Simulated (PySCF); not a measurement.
# [Bi(SiH3)3]2+: structure and properties

What shape and bonds does [Bi(SiH3)3]2+ have? It is relaxed from a template within its point group. It is a constructed species; whether it can be made isn't addressed.

Computed with PySCF 2.14.0. Level: BP86, Bi def2-SVP with ECP60, Si def2-SVP, H def2-SVP; scalar-relativistic core potentials, no spin–orbit coupling.

4 further runs of the same task are left out: 2 for a known fault of the program, 2 that didn't finish.

## Step 1: Starting geometry

13 atoms, charge 2, spin multiplicity 1.

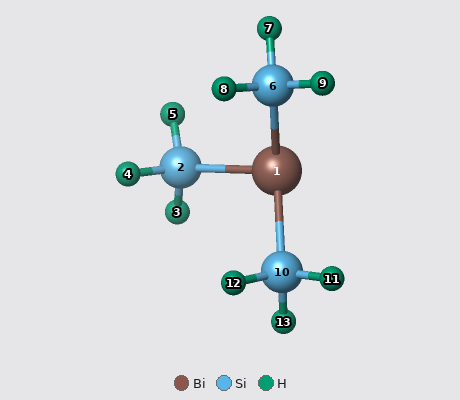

The starting geometry (bismuth brown, silicon blue, hydrogen teal); atoms are numbered from 1 in the order of the file.

Coordinates:

```
Bi    0.00000    0.00000    0.00000
Si    2.61220    0.00000   -0.95120
H     3.42220   -1.18570   -0.51760
H     2.71950    0.00000   -2.44730
H     3.42220    1.18570   -0.51760
Si   -1.30610    2.26220   -0.95120
H    -0.68420    3.55660   -0.51760
H    -1.35980    2.35520   -2.44730
H    -2.73800    2.37080   -0.51760
Si   -1.30610   -2.26220   -0.95120
H    -2.73800   -2.37080   -0.51760
H    -1.35980   -2.35520   -2.44730
H    -0.68420   -3.55660   -0.51760
```

Formal oxidation states: Bi +5.

## Step 2: SCF at the start, singlet

Input file run.py (the lines that set the calculation):

```python
mol = gto.M(atom='''
Bi     0.00000     0.00000     0.00000
Si     2.61220     0.00000    -0.95120
H      3.42220    -1.18570    -0.51760
H      2.71950     0.00000    -2.44730
H      3.42220     1.18570    -0.51760
Si    -1.30610     2.26220    -0.95120
H     -0.68420     3.55660    -0.51760
H     -1.35980     2.35520    -2.44730
H     -2.73800     2.37080    -0.51760
Si    -1.30610    -2.26220    -0.95120
H     -2.73800    -2.37080    -0.51760
H     -1.35980    -2.35520    -2.44730
H     -0.68420    -3.55660    -0.51760''',
    basis={'Bi': 'def2-SVP', 'Si': 'def2-SVP', 'H': 'def2-SVP'},
    ecp={'Bi': 'def2-SVP'},
    charge=2, spin=0)
mf = dft.RKS(mol, xc='B88,P86')
mf.grids.atom_grid = (50, 194)
mf = mf.density_fit()  # fitting sets: Bi def2-universal-JKFIT, Si def2-universal-JKFIT, H def2-universal-JKFIT
mf.conv_tol = 1e-08; mf.max_cycle = 55
mf.kernel(dm0)  # dm0: free metal ions and neutral atoms
```

Started as:

```
$ OMP_NUM_THREADS=2 python run.py
```

Log:

```text
init E= -1077.78425218957
  HOMO = -0.699960150795957  LUMO = -0.649025798414084  gap/eV = 1.38599
cycle= 1 E= -1087.5483448107  delta_E= -9.76  |g|= 0.621  |ddm|= 3.26
  HOMO = -0.56130316766921  LUMO = -0.553966316620929  gap/eV = 0.19965
cycle= 2 E= -1087.53285521271  delta_E= 0.0155  |g|= 0.593  |ddm|= 1.98
  HOMO = -0.605772291880872  LUMO = -0.577063497599003  gap/eV = 0.78121
cycle= 3 E= -1087.66148080585  delta_E= -0.129  |g|= 0.151  |ddm|= 1.11
  HOMO = -0.610767889281853  LUMO = -0.588982976724205  gap/eV = 0.59280
cycle= 4 E= -1087.66782897979  delta_E= -0.00635  |g|= 0.0866  |ddm|= 0.401
  HOMO = -0.609665637638093  LUMO = -0.583598240410742  gap/eV = 0.70933
cycle= 5 E= -1087.6720267821  delta_E= -0.0042  |g|= 0.021  |ddm|= 0.19
  HOMO = -0.60973819357732  LUMO = -0.585536717428162  gap/eV = 0.65856
cycle= 6 E= -1087.67227479665  delta_E= -0.000248  |g|= 0.00341  |ddm|= 0.0397
  HOMO = -0.609770187562753  LUMO = -0.585391688964609  gap/eV = 0.66337
cycle= 7 E= -1087.67227931718  delta_E= -4.52e-06  |g|= 0.00101  |ddm|= 0.00769
  HOMO = -0.609766533875556  LUMO = -0.585421453181272  gap/eV = 0.66246
cycle= 8 E= -1087.67227991682  delta_E= -6e-07  |g|= 0.000148  |ddm|= 0.00176
  HOMO = -0.609774811767135  LUMO = -0.585408635183508  gap/eV = 0.66304
cycle= 9 E= -1087.67227992178  delta_E= -4.96e-09  |g|= 0.000104  |ddm|= 0.000449
  HOMO = -0.609773003629017  LUMO = -0.585407938690045  gap/eV = 0.66301
cycle= 10 E= -1087.67227992908  delta_E= -7.3e-09  |g|= 3.59e-05  |ddm|= 0.00032
  HOMO = -0.609773064075761  LUMO = -0.58540877926402  gap/eV = 0.66299
Extra cycle  E= -1087.67227992165  delta_E= 7.44e-09  |g|= 0.000104  |ddm|= 0.000331
converged SCF energy = -1087.67227992165
```

Wall time 6.2 s (2 threads of Arm Neoverse V1, shared host); peak memory 0.75 GiB.

Result: E = -1087.672280 Eh, HOMO -16.59 eV, LUMO -15.93 eV, Mulliken charge on Bi1 +0.53 e. The gap is small, and the closed shell wasn't tested for a lower spin-broken solution.

## Step 3: Relaxation, singlet

Steps are kept in the start's point group, C3v.

Input file run.py (the lines that set the calculation):

```python
mol = gto.M(atom='''
Bi     0.00000     0.00000     0.29924
Si     2.61218     0.00002    -0.65196
H      3.42220    -1.18573    -0.21836
H      2.71955     0.00002    -2.14806
H      3.42219     1.18577    -0.21836
Si    -1.30610     2.26221    -0.65196
H     -0.68423     3.55658    -0.21836
H     -1.35978     2.35518    -2.14806
H     -2.73800     2.37082    -0.21837
Si    -1.30608    -2.26222    -0.65196
H     -2.73797    -2.37085    -0.21837
H     -1.35975    -2.35520    -2.14806
H     -0.68419    -3.55658    -0.21836''',
    basis={'Bi': 'def2-SVP', 'Si': 'def2-SVP', 'H': 'def2-SVP'},
    ecp={'Bi': 'def2-SVP'},
    charge=2, spin=0)
mf = dft.RKS(mol, xc='B88,P86')
mf.grids.atom_grid = (50, 194)
mf = mf.density_fit()  # fitting sets: Bi def2-universal-JKFIT, Si def2-universal-JKFIT, H def2-universal-JKFIT
mf.conv_tol = 1e-08; mf.max_cycle = 55
mf.kernel(dm0)  # dm0: an SCF of this state at this start
# quasi-Newton relaxation in Cartesian coordinates to a largest gradient under 0.00045 Eh/bohr, steps kept in the point group
```

Started as:

```
$ OMP_NUM_THREADS=2 python run.py
```

No log is kept here; the results follow.

Wall time 94 s (2 threads of Arm Neoverse V1, shared host).

Relaxation path:

| step | energy from step 1 (eV) | largest force component (eV/Å) |
| --- | --- | --- |
| 1 | 0.0000 | 2.1750 |
| 2 | -1.1993 | 1.2374 |
| 3 | -1.7682 | 0.5398 |
| 4 | -1.8945 | 0.1969 |
| 5 | -1.9256 | 0.1099 |
| 6 | -1.9394 | 0.1407 |
| 7 | -1.9443 | 0.1170 |
| 8 | -1.9490 | 0.0691 |
| 9 | -1.9532 | 0.0953 |
| 10 | -1.9560 | 0.1221 |
| 11 | -1.9585 | 0.0959 |
| 12 | -1.9609 | 0.0539 |
| 13 | -1.9618 | 0.0165 |
| 14 | -1.9620 | 0.0079 |
| 15 | -1.9619 | 0.0083 |

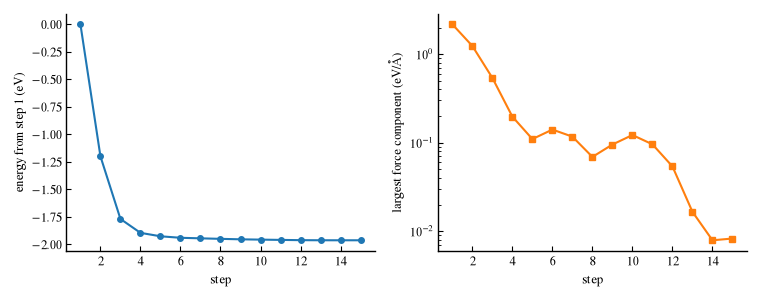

Energy and largest force along the relaxation.

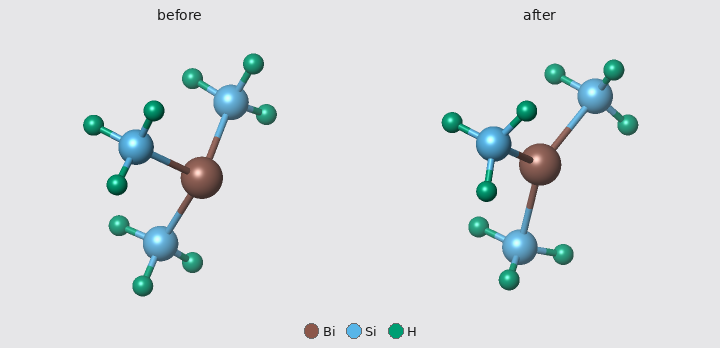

Before and after, at one scale.

Distances of close pairs at the start and the end, largest changes first:

| bond | before (Å) | after (Å) | change (Å) |
| --- | --- | --- | --- |
| Bi1–Si10 | 2.780 | 2.797 | +0.017 |
| Bi1–Si6 | 2.780 | 2.797 | +0.017 |
| Bi1–Si2 | 2.780 | 2.797 | +0.017 |
| Si6–H9 | 1.500 | 1.493 | -0.007 |
| Si10–H13 | 1.500 | 1.493 | -0.007 |
| Si2–H5 | 1.500 | 1.493 | -0.007 |
| Si2–H3 | 1.500 | 1.493 | -0.007 |
| Si6–H7 | 1.500 | 1.493 | -0.007 |

It ends in C3v at E = -1087.744380 Eh.

```xyz
13

Bi    0.0000    0.0000   -0.5546
Si    2.7932    0.0000   -0.6988
H     3.1390   -1.2869   -0.0260
H     2.8277    0.0000   -2.2014
H     3.1390    1.2869   -0.0260
Si   -1.3966    2.4190   -0.6988
H    -0.4550    3.3619   -0.0260
H    -1.4139    2.4488   -2.2014
H    -2.6840    2.0750   -0.0260
Si   -1.3966   -2.4190   -0.6988
H    -2.6840   -2.0750   -0.0260
H    -1.4138   -2.4489   -2.2014
H    -0.4550   -3.3619   -0.0260
```

## Step 4: The relaxed geometry turned into its symmetry frame

Input file run.py (the lines that set the calculation):

```python
mol = gto.M(atom='''
Bi     0.00000     0.00000     0.04597
Si     2.79323     0.00002    -0.09819
H      3.13898    -1.28687     0.57461
H      2.82769     0.00002    -1.60078
H      3.13897     1.28691     0.57461
Si    -1.39663     2.41900    -0.09820
H     -0.45503     3.36188     0.57461
H     -1.41386     2.44884    -1.60078
H     -2.68398     2.07497     0.57461
Si    -1.39660    -2.41902    -0.09820
H     -2.68396    -2.07500     0.57461
H     -1.41383    -2.44886    -1.60078
H     -0.45499    -3.36188     0.57461''',
    basis={'Bi': 'def2-SVP', 'Si': 'def2-SVP', 'H': 'def2-SVP'},
    ecp={'Bi': 'def2-SVP'},
    charge=2, spin=0)
mf = dft.RKS(mol, xc='B88,P86')
mf.grids.atom_grid = (50, 194)
mf = mf.density_fit()  # fitting sets: Bi def2-universal-JKFIT, Si def2-universal-JKFIT, H def2-universal-JKFIT
mf.conv_tol = 1e-08; mf.max_cycle = 55
mf.kernel(dm0)  # dm0: free metal ions and neutral atoms
```

Started as:

```
$ OMP_NUM_THREADS=2 python run.py
```

Log:

```text
init E= -1077.783338828
  HOMO = -0.690025601424847  LUMO = -0.610855126289465  gap/eV = 2.15434
cycle= 1 E= -1087.62963811773  delta_E= -9.85  |g|= 0.594  |ddm|= 3.28
  HOMO = -0.519067001421856  LUMO = -0.47817369071454  gap/eV = 1.11276
cycle= 2 E= -1087.66293474643  delta_E= -0.0333  |g|= 0.454  |ddm|= 1.75
  HOMO = -0.592311519572777  LUMO = -0.539828733477953  gap/eV = 1.42813
cycle= 3 E= -1087.74215474585  delta_E= -0.0792  |g|= 0.0646  |ddm|= 0.807
  HOMO = -0.585074352627191  LUMO = -0.527811385200318  gap/eV = 1.55820
cycle= 4 E= -1087.74366610723  delta_E= -0.00151  |g|= 0.0391  |ddm|= 0.176
  HOMO = -0.587629732779096  LUMO = -0.532441392279382  gap/eV = 1.50175
cycle= 5 E= -1087.74437628414  delta_E= -0.00071  |g|= 0.00285  |ddm|= 0.072
  HOMO = -0.587695470956149  LUMO = -0.532672011744324  gap/eV = 1.49726
cycle= 6 E= -1087.74437926319  delta_E= -2.98e-06  |g|= 0.00133  |ddm|= 0.00634
  HOMO = -0.58770857087398  LUMO = -0.532673509243557  gap/eV = 1.49758
cycle= 7 E= -1087.7443799973  delta_E= -7.34e-07  |g|= 0.000307  |ddm|= 0.00246
  HOMO = -0.587710689059443  LUMO = -0.532666323936612  gap/eV = 1.49783
cycle= 8 E= -1087.74438004696  delta_E= -4.97e-08  |g|= 2.66e-05  |ddm|= 0.000558
  HOMO = -0.587711580041582  LUMO = -0.532667361885234  gap/eV = 1.49783
cycle= 9 E= -1087.74438004732  delta_E= -3.66e-10  |g|= 6.6e-06  |ddm|= 5.52e-05
  HOMO = -0.587712675804026  LUMO = -0.532669456844081  gap/eV = 1.49780
Extra cycle  E= -1087.74438004731  delta_E= 1.18e-11  |g|= 8.77e-06  |ddm|= 2.8e-05
converged SCF energy = -1087.74438004731
```

Run time: 4.8 s. Hardware: 2 threads of Arm Neoverse V1, shared host.

Read off: E = -1087.744380 Eh, HOMO -15.99 eV, LUMO -14.49 eV, Mulliken charge on Bi1 +0.48 e. 

## Step 5: Frequencies and infrared intensities

run.py (the lines that set the calculation), as its differences from that of step 4:

```diff
@@ -20,3 +20,4 @@
 mf = mf.density_fit()  # fitting sets: Bi def2-universal-JKFIT, Si def2-universal-JKFIT, H def2-universal-JKFIT
-mf.conv_tol = 1e-08; mf.max_cycle = 55
-mf.kernel(dm0)  # dm0: free metal ions and neutral atoms
+mf.conv_tol = 1e-10; mf.max_cycle = 55
+mf.kernel(dm0)  # dm0: the density of the relaxed state
+# Hessian and dipole derivatives by central differences of gradients, 0.02 bohr
```

Started as:

```
$ OMP_NUM_THREADS=2 python run.py
```

The driver keeps no SCF log for this step, only its results.

Run time: 1.8 min. Hardware: 2 threads of Arm Neoverse V1, shared host.

Point group C3v; negative numbers are unstable modes, and those under 60 cm⁻¹ are near the numerical noise:

| cm⁻¹ | km/mol | symmetry |
| --- | --- | --- |
| -6 | 0.0 | a2 |
| 12 | 0.4 | e |
| 12 | 0.4 | e |
| 52 | 5.9 | a1 |
| 64 | 0.1 | e |
| 64 | 0.1 | e |
| 185 | 0.2 | a1 |
| 189 | 21.5 | e |
| 189 | 21.5 | e |
| 335 | 16.1 | e |
| 335 | 16.1 | e |
| 423 | 0.0 | a2 |
| 461 | 29.1 | a1 |
| 475 | 5.7 | e |
| 475 | 5.7 | e |
| 700 | 426.9 | e |
| 700 | 426.9 | e |
| 749 | 2.3 | a1 |
| 840 | 0.0 | a2 |
| 843 | 27.8 | e |
| 843 | 27.8 | e |
| 855 | 29.0 | e |
| 855 | 29.0 | e |
| 861 | 59.9 | a1 |
| 2147 | 44.1 | e |
| 2147 | 44.1 | e |
| 2153 | 0.2 | a1 |
| 2214 | 0.0 | e |
| 2214 | 0.0 | e |
| 2217 | 0.0 | a1 |
| 2245 | 0.0 | a2 |
| 2246 | 1.1 | e |
| 2246 | 1.1 | e |

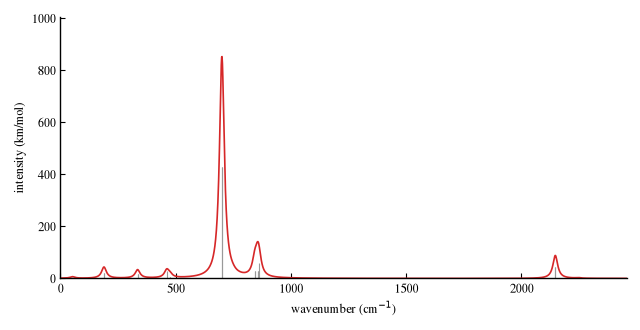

The infrared spectrum from the harmonic lines. Lines are broadened to a width of 25 cm⁻¹ (Lorentzian).

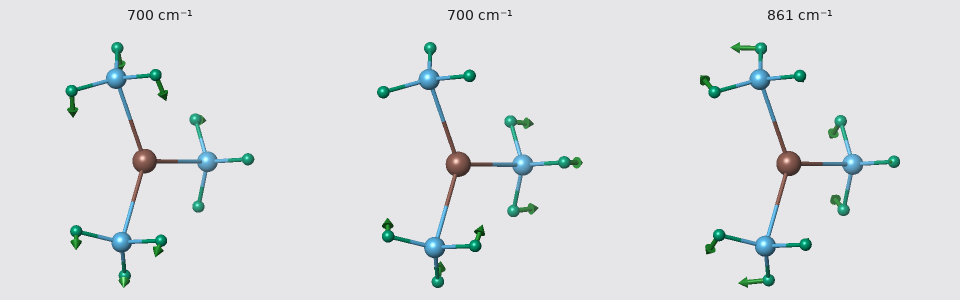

How the atoms move in 3 of the modes.

## Step 6: Properties on a finer grid

Input file run.py (the lines that set the calculation):

```python
mol = gto.M(atom='''
Bi     0.00000     0.00000    -0.55462
Si     2.79323     0.00002    -0.69879
H      3.13898    -1.28687    -0.02598
H      2.82769     0.00002    -2.20137
H      3.13897     1.28691    -0.02598
Si    -1.39663     2.41900    -0.69879
H     -0.45503     3.36188    -0.02598
H     -1.41386     2.44884    -2.20138
H     -2.68398     2.07497    -0.02599
Si    -1.39660    -2.41902    -0.69879
H     -2.68396    -2.07500    -0.02599
H     -1.41383    -2.44886    -2.20138
H     -0.45499    -3.36188    -0.02598''',
    basis={'Bi': 'def2-SVP', 'Si': 'def2-SVP', 'H': 'def2-SVP'},
    ecp={'Bi': 'def2-SVP'},
    charge=2, spin=0)
mf = dft.RKS(mol, xc='B88,P86')
mf.grids.atom_grid = (75, 302)
mf = mf.density_fit()  # fitting sets: Bi def2-universal-JKFIT, Si def2-universal-JKFIT, H def2-universal-JKFIT
mf.conv_tol = 1e-09; mf.max_cycle = 55
mf.kernel(dm0)  # dm0: the density of the relaxed state
```

Started as:

```
$ OMP_NUM_THREADS=2 python run.py
```

Log:

```text
init E= -1087.7444095646
  HOMO = -0.587713073334395  LUMO = -0.532667836048884  gap/eV = 1.49786
cycle= 1 E= -1087.74440958267  delta_E= -1.81e-08  |g|= 3.91e-05  |ddm|= 0.000936
  HOMO = -0.587714834899648  LUMO = -0.532675221281777  gap/eV = 1.49770
cycle= 2 E= -1087.74440958131  delta_E= 1.36e-09  |g|= 6.32e-05  |ddm|= 0.000191
  HOMO = -0.587714086764042  LUMO = -0.532670162461338  gap/eV = 1.49782
cycle= 3 E= -1087.7444095835  delta_E= -2.19e-09  |g|= 7.62e-06  |ddm|= 0.000128
  HOMO = -0.587714354717121  LUMO = -0.532670491866887  gap/eV = 1.49782
cycle= 4 E= -1087.74440958352  delta_E= -2.96e-11  |g|= 1.39e-06  |ddm|= 1.44e-05
  HOMO = -0.587714388570254  LUMO = -0.532670531624507  gap/eV = 1.49782
Extra cycle  E= -1087.74440958352  delta_E= 1.36e-12  |g|= 1.45e-06  |ddm|= 4.59e-06
converged SCF energy = -1087.74440958352
```

Wall time 24 s (2 threads of Arm Neoverse V1, shared host).

It gives: E = -1087.744410 Eh, HOMO -15.99 eV, LUMO -14.49 eV, Mulliken charge on Bi1 +0.48 e, largest force component 0.008 eV/Å. 

Löwdin charges:

Bi1 0.68; Si2 0.44; H3 0.00; H4 0.00; H5 0.00; Si6 0.44; H7 0.00; H8 0.00; H9 0.00; Si10 0.44; H11 0.00; H12 0.00; H13 0.00

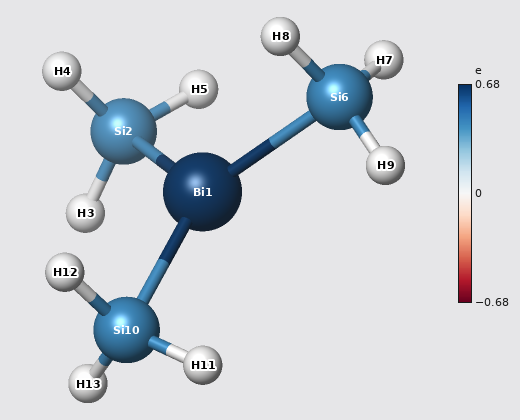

Löwdin charges, as colours on the atoms.

Mulliken charges: Bi1 +0.48, Si2 +0.26, H3 +0.08, H4 +0.07, H5 +0.08, Si6 +0.26, H7 +0.08, H8 +0.07, H9 +0.08, Si10 +0.26, H11 +0.08, H12 +0.07, H13 +0.08 e.

Contacts (the nearest donor of each ligand) and Mayer bond orders:

| contact | distance (Å) | bond order |
| --- | --- | --- |
| Bi1–Si2 (SiH3) | 2.797 | 0.75 |
| Bi1–Si6 (SiH3) | 2.797 | 0.75 |
| Bi1–Si10 (SiH3) | 2.797 | 0.75 |

Mulliken populations of Bi1 outside the core potential: s 3.89, p 8.55, d 10.07.

The fields below are evaluated on a grid from the run's orbitals.

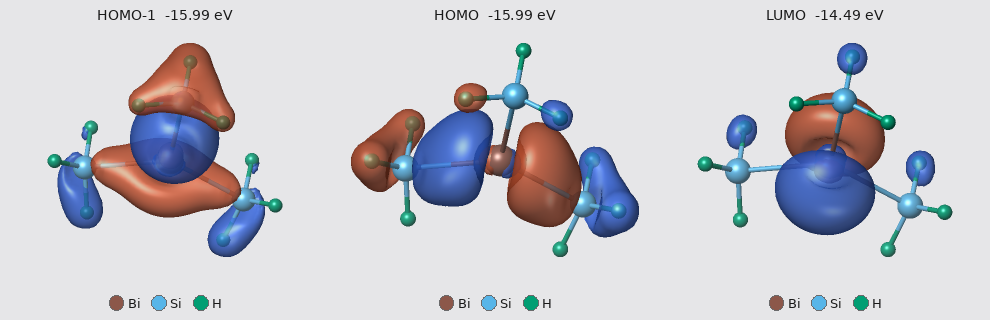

Frontier orbitals at BP86; each surface holds 70 % of the orbital's density, blue and red mark the sign.

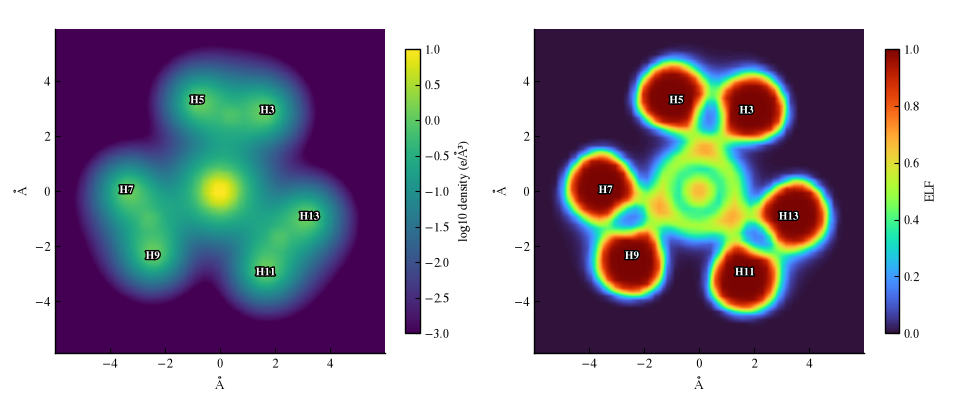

Density (left) and ELF (right) in a plane through or near 6 of the atoms.

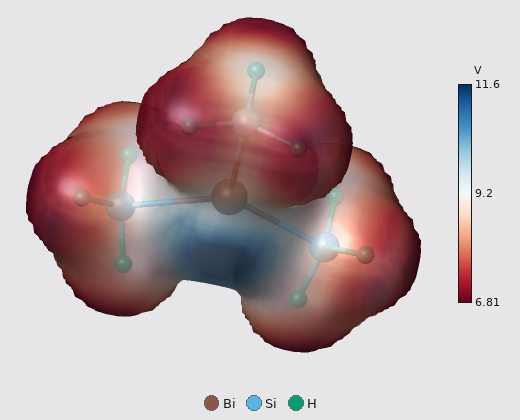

Electrostatic potential on the surface of density 0.002 e/bohr³; red is low, blue high. It runs, from the 1st to the 99th percentile, from 6.81 to 11.59 V.

## Step 7: Summary of results

| quantity | value |
| --- | --- |
| state and point group | singlet, C3v |
| modes | -6 to 2246 cm⁻¹, none unstable |
| strongest infrared band (modes within 1.5 cm⁻¹ summed) | 700 cm⁻¹ (854 km/mol) |
| zero-point energy | 1.881 eV |
| metal–ligand contacts | 2.80 Å |
| frontier levels | HOMO -15.99 eV, LUMO -14.49 eV |
| dipole about the centre of mass | 0.51 D |
| mean polarisability | 21.1 Å³ |

What this shows: All modes are real within the noise of the softest ones, so a minimum is likely but not shown. The metal carries +0.68 e by Löwdin's partition against a formal +5, and bond orders to the nearest donors reach 0.75. Both measures hang on the basis. One start shape was tried, so another isomer may lie lower. These are double-zeta-type bases without diffuse functions. Spin–orbit coupling is left out.
